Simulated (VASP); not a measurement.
Band structure of ZrGe$_{2}$ (relaxed from the Al2Cu structure, space group I4/mcm). Method: PBEsol GGA, VASP's PBE PAW potentials (set 64) (plane waves; VASP).

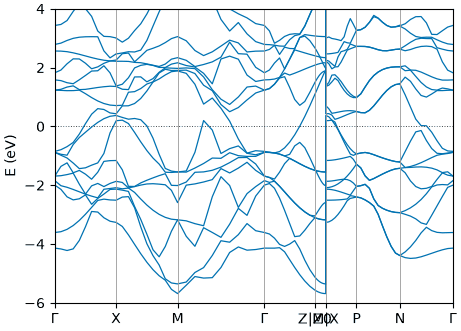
Figure. Bands along high-symmetry lines, zero at the valence-band maximum or, without a gap, the Fermi level

Q: Read the plot: is there a gap, and where are the band edges?

A: It has no gap at this level: it comes out as a metal or semimetal. (Edges off the drawn lines would not show.)

The structure was generated: ZrGe2 was put into the Al2Cu type (I4/mcm), which need not be its known phase. It was relaxed first, which changed the volume by -32 %.
